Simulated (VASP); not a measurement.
Band structure of Na2S (antifluorite). Computed with SCAN meta-GGA, VASP's PBE PAW potentials (set 64) (plane waves; VASP 6.6.1).

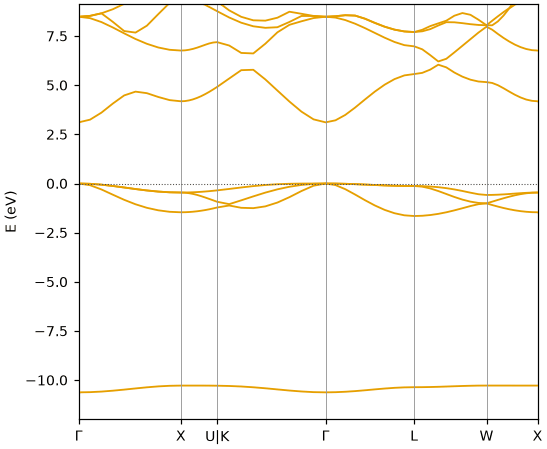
Figure. Bands along high-symmetry lines, zero at the valence-band maximum or, without a gap, the Fermi level

**Question.** Read the plot: is there a gap, and where are the band edges?

**Answer.** The gap is direct, 3.11 eV, from the valence maximum at Γ to the conduction minimum at Γ.

The compound is Na2S in the antifluorite structure. It was relaxed first.
